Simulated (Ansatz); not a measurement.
# Run report: TaF₅, molecular dynamics (part 1 of 3)

The run: molecular dynamics of TaF₅. Method and program: RKS LDA/def2-SVP (Ansatz 0.2.0).

It belongs to a series of runs on one base structure; here: dynamics from the last frame of an earlier run. Figures and captions count atoms from 1; the log counts them from 0 in places.

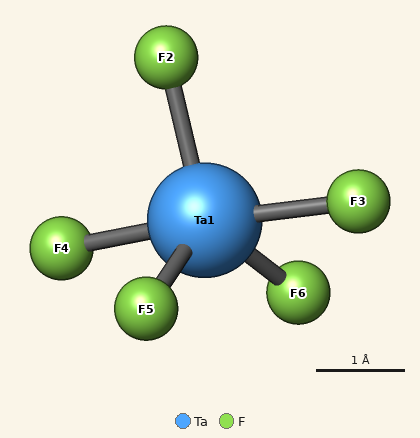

The structure as given in the input (ball-and-stick view, seen at a tilt; atoms are numbered from 1 in the order of the input). Sticks mark near contacts. Bond lengths as drawn: F–Ta 1.76 to 1.92 Å.

**Key numbers**

- outcome: finished
- mean temperature over the second half: 858 K
- trajectory: 250 steps, 250 fs
- ensemble: nvt_langevin
- temperature in the input: 1000.0 K
- time step: 1.0 fs
- potential energy (last step): −15045.6927 eV
- mean-field energy (last step): −15045.6927 eV
- largest force (length of the vector) (last step): 7.080 eV/Å
- hardware: 2 threads of Arm Neoverse V2, 24 GiB of memory available, shared host
- wall time: 4 min (CPU time 7.8 min)
- peak memory: 0.14 GiB

So short a trajectory is not equilibrated. The logged temperature at the start can lie below the typed one, since it is counted over all degrees of freedom.

**Input**
```yaml
crystal:
  periodic: [false, false, false]
  atoms:
    - { symbol: Ta, position_ang: [0.090601, -0.473036, 0.210733] }
    - { symbol: F, position_ang: [1.821035, -0.405961, -0.606313] }
    - { symbol: F, position_ang: [0.658491, -1.497466, 1.731975] }
    - { symbol: F, position_ang: [-0.627369, 0.379066, -1.325291] }
    - { symbol: F, position_ang: [-0.37475, 1.053414, 1.190289] }
    - { symbol: F, position_ang: [-1.022196, -1.8302, 0.288199] }
basis:
  gaussian: { orbitals: def2-SVP }
hamiltonian:
  xc: lda
md:
  timestep: 1.0
  n_steps: 250
  ensemble: nvt_langevin
  temperature: 1000.0
  initial_velocities: maxwell_boltzmann
  seed: 744262
  friction: 0.005
```

Command:
```bash
ansatz run input.yaml --threads 2 --pin off --max-ram 3072MiB --backend cpu --events-out ev --progress --plain --runs-dir out
```

**Output**
```
Engine: ansatz 0.2.0, aarch64-unknown-linux-gnu
Functional definition: SPW92
  exchange = slater_x
  correlation = pw_c
1044 factors; their error is unknown
mean field evaluation 1: about -15037.2169 eV, gradient 7.2e1 eV
mean field evaluation 2: about -14923.5934 eV, gradient 2.7e2 eV
mean field evaluation 4: about -15044.7528 eV, gradient 2.4e1 eV
mean field evaluation 8: about -15045.6624 eV, gradient 9.9e-2 eV
mean field evaluation 16: about -15045.6016 eV, gradient 1.9e-4 eV
mean field -15045.60163224 eV, -552.9156617099 hartree, gradient 1.3e-5 eV, S^2 0.000000; 0 other end points of the search recorded, 0 dependent functions left out
the calculation of the forces begins
reference -15045.60169345 eV, -552.9156639591 hartree; 29, 29 occupied and 73, 73 virtual orbitals, 1044 factors
md step     0: t =     0.00 fs  T =   833.3 K  F+E_penalty+E_count = -15045.60163224 eV  E_kin = 0.646300 eV  (28 SCF iters)
these checks for a lower state are left out or cut short: starts, cluster_reference, orbital_swaps, neighbouring_geometries, increment
1044 factors; their error is unknown
mean field -15045.68238923 eV, -552.9186294743 hartree, gradient 2.6e-5 eV, S^2 0.000000; 0 other end points of the search recorded, 0 dependent functions left out
the calculation of the forces begins
reference -15045.68245043 eV, -552.9186317236 hartree; 29, 29 occupied and 73, 73 virtual orbitals, 1044 factors
md step     1: t =     1.00 fs  T =   948.8 K  F+E_penalty+E_count = -15045.68238923 eV  E_kin = 0.735887 eV  (29 SCF iters)
[... from here on the SCF iterations and repeated set-up lines of each step are left out, up to the last step ...]
md step     2: t =     2.00 fs  T =  1047.1 K  F+E_penalty+E_count = -15045.75295291 eV  E_kin = 0.812078 eV  (30 SCF iters)
md step     3: t =     3.00 fs  T =  1179.1 K  F+E_penalty+E_count = -15045.80826397 eV  E_kin = 0.914483 eV  (30 SCF iters)
md step     4: t =     4.00 fs  T =  1131.0 K  F+E_penalty+E_count = -15045.84172859 eV  E_kin = 0.877121 eV  (30 SCF iters)
md step     5: t =     5.00 fs  T =  1222.8 K  F+E_penalty+E_count = -15045.84962243 eV  E_kin = 0.948338 eV  (30 SCF iters)
md step     6: t =     6.00 fs  T =  1180.8 K  F+E_penalty+E_count = -15045.83245473 eV  E_kin = 0.915749 eV  (30 SCF iters)
md step     7: t =     7.00 fs  T =  1144.1 K  F+E_penalty+E_count = -15045.79469183 eV  E_kin = 0.887301 eV  (30 SCF iters)
md step     8: t =     8.00 fs  T =  1070.2 K  F+E_penalty+E_count = -15045.73875296 eV  E_kin = 0.829987 eV  (30 SCF iters)
md step     9: t =     9.00 fs  T =   977.2 K  F+E_penalty+E_count = -15045.67179869 eV  E_kin = 0.757895 eV  (30 SCF iters)
md step    10: t =    10.00 fs  T =   882.6 K  F+E_penalty+E_count = -15045.60275611 eV  E_kin = 0.684522 eV  (30 SCF iters)
md step    11: t =    11.00 fs  T =   860.5 K  F+E_penalty+E_count = -15045.53735566 eV  E_kin = 0.667388 eV  (29 SCF iters)
md step    12: t =    12.00 fs  T =   771.2 K  F+E_penalty+E_count = -15045.48502960 eV  E_kin = 0.598120 eV  (30 SCF iters)
md step    13: t =    13.00 fs  T =   751.3 K  F+E_penalty+E_count = -15045.45082364 eV  E_kin = 0.582691 eV  (30 SCF iters)
md step    14: t =    14.00 fs  T =   731.2 K  F+E_penalty+E_count = -15045.43711908 eV  E_kin = 0.567072 eV  (30 SCF iters)
md step    15: t =    15.00 fs  T =   787.7 K  F+E_penalty+E_count = -15045.44679919 eV  E_kin = 0.610907 eV  (30 SCF iters)
md step    16: t =    16.00 fs  T =   803.5 K  F+E_penalty+E_count = -15045.47674652 eV  E_kin = 0.623180 eV  (30 SCF iters)
md step    17: t =    17.00 fs  T =   854.8 K  F+E_penalty+E_count = -15045.52048498 eV  E_kin = 0.662969 eV  (29 SCF iters)
md step    18: t =    18.00 fs  T =   872.3 K  F+E_penalty+E_count = -15045.57157054 eV  E_kin = 0.676487 eV  (29 SCF iters)
md step    19: t =    19.00 fs  T =   970.4 K  F+E_penalty+E_count = -15045.62935019 eV  E_kin = 0.752589 eV  (29 SCF iters)
md step    20: t =    20.00 fs  T =  1054.7 K  F+E_penalty+E_count = -15045.68981372 eV  E_kin = 0.817982 eV  (29 SCF iters)
md step    21: t =    21.00 fs  T =  1094.9 K  F+E_penalty+E_count = -15045.74840544 eV  E_kin = 0.849163 eV  (29 SCF iters)
md step    22: t =    22.00 fs  T =  1174.0 K  F+E_penalty+E_count = -15045.80460195 eV  E_kin = 0.910501 eV  (29 SCF iters)
md step    23: t =    23.00 fs  T =  1190.8 K  F+E_penalty+E_count = -15045.85809165 eV  E_kin = 0.923557 eV  (29 SCF iters)
md step    24: t =    24.00 fs  T =  1143.3 K  F+E_penalty+E_count = -15045.90497153 eV  E_kin = 0.886723 eV  (28 SCF iters)
md step    25: t =    25.00 fs  T =  1302.7 K  F+E_penalty+E_count = -15045.94381352 eV  E_kin = 1.010334 eV  (29 SCF iters)
md step    26: t =    26.00 fs  T =  1348.3 K  F+E_penalty+E_count = -15045.97656438 eV  E_kin = 1.045689 eV  (29 SCF iters)
md step    27: t =    27.00 fs  T =  1376.5 K  F+E_penalty+E_count = -15046.00228251 eV  E_kin = 1.067551 eV  (29 SCF iters)
md step    28: t =    28.00 fs  T =  1359.9 K  F+E_penalty+E_count = -15046.01869558 eV  E_kin = 1.054687 eV  (29 SCF iters)
md step    29: t =    29.00 fs  T =  1336.8 K  F+E_penalty+E_count = -15046.02666551 eV  E_kin = 1.036759 eV  (29 SCF iters)
md step    30: t =    30.00 fs  T =  1317.3 K  F+E_penalty+E_count = -15046.02672087 eV  E_kin = 1.021658 eV  (29 SCF iters)
md step    31: t =    31.00 fs  T =  1344.0 K  F+E_penalty+E_count = -15046.01852268 eV  E_kin = 1.042385 eV  (29 SCF iters)
md step    32: t =    32.00 fs  T =  1347.2 K  F+E_penalty+E_count = -15046.00024988 eV  E_kin = 1.044873 eV  (29 SCF iters)
md step    33: t =    33.00 fs  T =  1322.9 K  F+E_penalty+E_count = -15045.97229547 eV  E_kin = 1.025983 eV  (29 SCF iters)
md step    34: t =    34.00 fs  T =  1307.0 K  F+E_penalty+E_count = -15045.93450496 eV  E_kin = 1.013687 eV  (29 SCF iters)
md step    35: t =    35.00 fs  T =  1223.6 K  F+E_penalty+E_count = -15045.88754170 eV  E_kin = 0.948992 eV  (29 SCF iters)
md step    36: t =    36.00 fs  T =  1153.3 K  F+E_penalty+E_count = -15045.83207263 eV  E_kin = 0.894424 eV  (29 SCF iters)
md step    37: t =    37.00 fs  T =  1044.2 K  F+E_penalty+E_count = -15045.77013701 eV  E_kin = 0.809825 eV  (29 SCF iters)
md step    38: t =    38.00 fs  T =   953.7 K  F+E_penalty+E_count = -15045.70504545 eV  E_kin = 0.739686 eV  (29 SCF iters)
md step    39: t =    39.00 fs  T =   869.7 K  F+E_penalty+E_count = -15045.64435551 eV  E_kin = 0.674513 eV  (29 SCF iters)
md step    40: t =    40.00 fs  T =   733.6 K  F+E_penalty+E_count = -15045.60255715 eV  E_kin = 0.568919 eV  (29 SCF iters)
md step    41: t =    41.00 fs  T =   680.3 K  F+E_penalty+E_count = -15045.58784149 eV  E_kin = 0.527612 eV  (29 SCF iters)
md step    42: t =    42.00 fs  T =   633.5 K  F+E_penalty+E_count = -15045.59891616 eV  E_kin = 0.491336 eV  (29 SCF iters)
md step    43: t =    43.00 fs  T =   658.5 K  F+E_penalty+E_count = -15045.63352766 eV  E_kin = 0.510738 eV  (29 SCF iters)
md step    44: t =    44.00 fs  T =   819.2 K  F+E_penalty+E_count = -15045.69097261 eV  E_kin = 0.635327 eV  (29 SCF iters)
md step    45: t =    45.00 fs  T =   925.3 K  F+E_penalty+E_count = -15045.76135670 eV  E_kin = 0.717624 eV  (29 SCF iters)
md step    46: t =    46.00 fs  T =   884.2 K  F+E_penalty+E_count = -15045.82613959 eV  E_kin = 0.685770 eV  (29 SCF iters)
md step    47: t =    47.00 fs  T =   870.3 K  F+E_penalty+E_count = -15045.87786420 eV  E_kin = 0.674941 eV  (29 SCF iters)
md step    48: t =    48.00 fs  T =   919.1 K  F+E_penalty+E_count = -15045.91684673 eV  E_kin = 0.712831 eV  (29 SCF iters)
md step    49: t =    49.00 fs  T =   984.5 K  F+E_penalty+E_count = -15045.94343563 eV  E_kin = 0.763539 eV  (29 SCF iters)
md step    50: t =    50.00 fs  T =   900.2 K  F+E_penalty+E_count = -15045.95796299 eV  E_kin = 0.698134 eV  (29 SCF iters)
md step    51: t =    51.00 fs  T =   923.7 K  F+E_penalty+E_count = -15045.96037815 eV  E_kin = 0.716357 eV  (29 SCF iters)
md step    52: t =    52.00 fs  T =   878.0 K  F+E_penalty+E_count = -15045.95145211 eV  E_kin = 0.680906 eV  (29 SCF iters)
md step    53: t =    53.00 fs  T =   774.6 K  F+E_penalty+E_count = -15045.93372640 eV  E_kin = 0.600752 eV  (29 SCF iters)
md step    54: t =    54.00 fs  T =   716.3 K  F+E_penalty+E_count = -15045.90996536 eV  E_kin = 0.555561 eV  (29 SCF iters)
md step    55: t =    55.00 fs  T =   762.2 K  F+E_penalty+E_count = -15045.88101413 eV  E_kin = 0.591108 eV  (29 SCF iters)
md step    56: t =    56.00 fs  T =   673.6 K  F+E_penalty+E_count = -15045.84539918 eV  E_kin = 0.522403 eV  (30 SCF iters)
md step    57: t =    57.00 fs  T =   615.5 K  F+E_penalty+E_count = -15045.81087439 eV  E_kin = 0.477320 eV  (30 SCF iters)
md step    58: t =    58.00 fs  T =   508.2 K  F+E_penalty+E_count = -15045.78780203 eV  E_kin = 0.394163 eV  (30 SCF iters)
md step    59: t =    59.00 fs  T =   453.9 K  F+E_penalty+E_count = -15045.77408411 eV  E_kin = 0.352057 eV  (29 SCF iters)
md step    60: t =    60.00 fs  T =   484.9 K  F+E_penalty+E_count = -15045.76543503 eV  E_kin = 0.376058 eV  (30 SCF iters)
md step    61: t =    61.00 fs  T =   495.8 K  F+E_penalty+E_count = -15045.76288350 eV  E_kin = 0.384512 eV  (30 SCF iters)
md step    62: t =    62.00 fs  T =   527.5 K  F+E_penalty+E_count = -15045.76812095 eV  E_kin = 0.409106 eV  (30 SCF iters)
md step    63: t =    63.00 fs  T =   584.0 K  F+E_penalty+E_count = -15045.78056896 eV  E_kin = 0.452943 eV  (29 SCF iters)
md step    64: t =    64.00 fs  T =   594.6 K  F+E_penalty+E_count = -15045.79951801 eV  E_kin = 0.461120 eV  (30 SCF iters)
md step    65: t =    65.00 fs  T =   607.3 K  F+E_penalty+E_count = -15045.82365371 eV  E_kin = 0.470969 eV  (30 SCF iters)
md step    66: t =    66.00 fs  T =   672.7 K  F+E_penalty+E_count = -15045.85153624 eV  E_kin = 0.521735 eV  (29 SCF iters)
md step    67: t =    67.00 fs  T =   738.5 K  F+E_penalty+E_count = -15045.88191571 eV  E_kin = 0.572775 eV  (29 SCF iters)
md step    68: t =    68.00 fs  T =   797.4 K  F+E_penalty+E_count = -15045.91127091 eV  E_kin = 0.618423 eV  (29 SCF iters)
md step    69: t =    69.00 fs  T =   831.5 K  F+E_penalty+E_count = -15045.93705360 eV  E_kin = 0.644891 eV  (29 SCF iters)
md step    70: t =    70.00 fs  T =   864.7 K  F+E_penalty+E_count = -15045.96036971 eV  E_kin = 0.670605 eV  (29 SCF iters)
md step    71: t =    71.00 fs  T =   923.5 K  F+E_penalty+E_count = -15045.97863986 eV  E_kin = 0.716254 eV  (28 SCF iters)
md step    72: t =    72.00 fs  T =   980.3 K  F+E_penalty+E_count = -15045.98935842 eV  E_kin = 0.760274 eV  (28 SCF iters)
md step    73: t =    73.00 fs  T =  1051.0 K  F+E_penalty+E_count = -15045.99355748 eV  E_kin = 0.815084 eV  (27 SCF iters)
md step    74: t =    74.00 fs  T =   973.4 K  F+E_penalty+E_count = -15045.99023450 eV  E_kin = 0.754903 eV  (28 SCF iters)
md step    75: t =    75.00 fs  T =  1023.9 K  F+E_penalty+E_count = -15045.97924805 eV  E_kin = 0.794117 eV  (29 SCF iters)
md step    76: t =    76.00 fs  T =   970.1 K  F+E_penalty+E_count = -15045.95930147 eV  E_kin = 0.752375 eV  (29 SCF iters)
md step    77: t =    77.00 fs  T =   934.5 K  F+E_penalty+E_count = -15045.92743523 eV  E_kin = 0.724736 eV  (29 SCF iters)
md step    78: t =    78.00 fs  T =   899.8 K  F+E_penalty+E_count = -15045.88710746 eV  E_kin = 0.697886 eV  (29 SCF iters)
md step    79: t =    79.00 fs  T =   812.0 K  F+E_penalty+E_count = -15045.84209212 eV  E_kin = 0.629749 eV  (29 SCF iters)
md step    80: t =    80.00 fs  T =   676.3 K  F+E_penalty+E_count = -15045.79468896 eV  E_kin = 0.524546 eV  (29 SCF iters)
md step    81: t =    81.00 fs  T =   630.6 K  F+E_penalty+E_count = -15045.74916759 eV  E_kin = 0.489090 eV  (29 SCF iters)
md step    82: t =    82.00 fs  T =   583.7 K  F+E_penalty+E_count = -15045.70970636 eV  E_kin = 0.452695 eV  (29 SCF iters)
md step    83: t =    83.00 fs  T =   558.2 K  F+E_penalty+E_count = -15045.67920406 eV  E_kin = 0.432908 eV  (29 SCF iters)
md step    84: t =    84.00 fs  T =   546.2 K  F+E_penalty+E_count = -15045.65766116 eV  E_kin = 0.423640 eV  (30 SCF iters)
md step    85: t =    85.00 fs  T =   533.1 K  F+E_penalty+E_count = -15045.64790673 eV  E_kin = 0.413454 eV  (30 SCF iters)
md step    86: t =    86.00 fs  T =   491.6 K  F+E_penalty+E_count = -15045.65543271 eV  E_kin = 0.381264 eV  (30 SCF iters)
md step    87: t =    87.00 fs  T =   547.5 K  F+E_penalty+E_count = -15045.67941152 eV  E_kin = 0.424633 eV  (30 SCF iters)
md step    88: t =    88.00 fs  T =   590.6 K  F+E_penalty+E_count = -15045.71605081 eV  E_kin = 0.458069 eV  (30 SCF iters)
md step    89: t =    89.00 fs  T =   646.6 K  F+E_penalty+E_count = -15045.76473552 eV  E_kin = 0.501476 eV  (30 SCF iters)
md step    90: t =    90.00 fs  T =   759.2 K  F+E_penalty+E_count = -15045.82069647 eV  E_kin = 0.588798 eV  (30 SCF iters)
md step    91: t =    91.00 fs  T =   832.5 K  F+E_penalty+E_count = -15045.87767160 eV  E_kin = 0.645622 eV  (30 SCF iters)
md step    92: t =    92.00 fs  T =   972.7 K  F+E_penalty+E_count = -15045.93171424 eV  E_kin = 0.754384 eV  (29 SCF iters)
md step    93: t =    93.00 fs  T =  1036.1 K  F+E_penalty+E_count = -15045.97835302 eV  E_kin = 0.803544 eV  (29 SCF iters)
md step    94: t =    94.00 fs  T =  1093.1 K  F+E_penalty+E_count = -15046.01095253 eV  E_kin = 0.847772 eV  (29 SCF iters)
md step    95: t =    95.00 fs  T =  1099.1 K  F+E_penalty+E_count = -15046.02680826 eV  E_kin = 0.852404 eV  (28 SCF iters)
md step    96: t =    96.00 fs  T =  1117.4 K  F+E_penalty+E_count = -15046.02660222 eV  E_kin = 0.866633 eV  (28 SCF iters)
md step    97: t =    97.00 fs  T =  1058.4 K  F+E_penalty+E_count = -15046.01008185 eV  E_kin = 0.820886 eV  (29 SCF iters)
md step    98: t =    98.00 fs  T =   989.6 K  F+E_penalty+E_count = -15045.98043042 eV  E_kin = 0.767505 eV  (29 SCF iters)
md step    99: t =    99.00 fs  T =   942.4 K  F+E_penalty+E_count = -15045.94184570 eV  E_kin = 0.730850 eV  (28 SCF iters)
md step   100: t =   100.00 fs  T =   889.0 K  F+E_penalty+E_count = -15045.89892353 eV  E_kin = 0.689500 eV  (28 SCF iters)
md step   101: t =   101.00 fs  T =   827.8 K  F+E_penalty+E_count = -15045.85774990 eV  E_kin = 0.641981 eV  (29 SCF iters)
md step   102: t =   102.00 fs  T =   870.3 K  F+E_penalty+E_count = -15045.81813937 eV  E_kin = 0.674966 eV  (29 SCF iters)
md step   103: t =   103.00 fs  T =   758.2 K  F+E_penalty+E_count = -15045.78006971 eV  E_kin = 0.588028 eV  (28 SCF iters)
md step   104: t =   104.00 fs  T =   730.6 K  F+E_penalty+E_count = -15045.74953728 eV  E_kin = 0.566601 eV  (29 SCF iters)
md step   105: t =   105.00 fs  T =   763.3 K  F+E_penalty+E_count = -15045.72747799 eV  E_kin = 0.591965 eV  (30 SCF iters)
md step   106: t =   106.00 fs  T =   756.5 K  F+E_penalty+E_count = -15045.71329361 eV  E_kin = 0.586733 eV  (30 SCF iters)
md step   107: t =   107.00 fs  T =   799.6 K  F+E_penalty+E_count = -15045.70937951 eV  E_kin = 0.620142 eV  (29 SCF iters)
md step   108: t =   108.00 fs  T =   799.1 K  F+E_penalty+E_count = -15045.71358371 eV  E_kin = 0.619715 eV  (29 SCF iters)
md step   109: t =   109.00 fs  T =   763.5 K  F+E_penalty+E_count = -15045.72411537 eV  E_kin = 0.592103 eV  (29 SCF iters)
md step   110: t =   110.00 fs  T =   797.2 K  F+E_penalty+E_count = -15045.74006401 eV  E_kin = 0.618258 eV  (29 SCF iters)
md step   111: t =   111.00 fs  T =   756.3 K  F+E_penalty+E_count = -15045.75969732 eV  E_kin = 0.586570 eV  (28 SCF iters)
md step   112: t =   112.00 fs  T =   714.3 K  F+E_penalty+E_count = -15045.78358732 eV  E_kin = 0.554019 eV  (29 SCF iters)
md step   113: t =   113.00 fs  T =   807.3 K  F+E_penalty+E_count = -15045.80940842 eV  E_kin = 0.626077 eV  (27 SCF iters)
md step   114: t =   114.00 fs  T =   813.6 K  F+E_penalty+E_count = -15045.83541833 eV  E_kin = 0.630964 eV  (29 SCF iters)
md step   115: t =   115.00 fs  T =   821.7 K  F+E_penalty+E_count = -15045.86032167 eV  E_kin = 0.637310 eV  (29 SCF iters)
md step   116: t =   116.00 fs  T =   863.7 K  F+E_penalty+E_count = -15045.88077614 eV  E_kin = 0.669875 eV  (28 SCF iters)
md step   117: t =   117.00 fs  T =   890.2 K  F+E_penalty+E_count = -15045.89444947 eV  E_kin = 0.690366 eV  (27 SCF iters)
md step   118: t =   118.00 fs  T =   836.6 K  F+E_penalty+E_count = -15045.89999612 eV  E_kin = 0.648818 eV  (29 SCF iters)
md step   119: t =   119.00 fs  T =   811.8 K  F+E_penalty+E_count = -15045.89784960 eV  E_kin = 0.629594 eV  (28 SCF iters)
md step   120: t =   120.00 fs  T =   855.6 K  F+E_penalty+E_count = -15045.88590747 eV  E_kin = 0.663551 eV  (29 SCF iters)
md step   121: t =   121.00 fs  T =   817.6 K  F+E_penalty+E_count = -15045.86152877 eV  E_kin = 0.634084 eV  (29 SCF iters)
md step   122: t =   122.00 fs  T =   715.9 K  F+E_penalty+E_count = -15045.82687875 eV  E_kin = 0.555226 eV  (29 SCF iters)
md step   123: t =   123.00 fs  T =   687.9 K  F+E_penalty+E_count = -15045.78348849 eV  E_kin = 0.533484 eV  (30 SCF iters)
md step   124: t =   124.00 fs  T =   655.0 K  F+E_penalty+E_count = -15045.73152828 eV  E_kin = 0.508011 eV  (30 SCF iters)
md step   125: t =   125.00 fs  T =   583.6 K  F+E_penalty+E_count = -15045.67310843 eV  E_kin = 0.452597 eV  (30 SCF iters)
md step   126: t =   126.00 fs  T =   556.1 K  F+E_penalty+E_count = -15045.61037420 eV  E_kin = 0.431263 eV  (30 SCF iters)
md step   127: t =   127.00 fs  T =   482.5 K  F+E_penalty+E_count = -15045.54758458 eV  E_kin = 0.374228 eV  (30 SCF iters)
md step   128: t =   128.00 fs  T =   446.8 K  F+E_penalty+E_count = -15045.48943280 eV  E_kin = 0.346494 eV  (30 SCF iters)
```
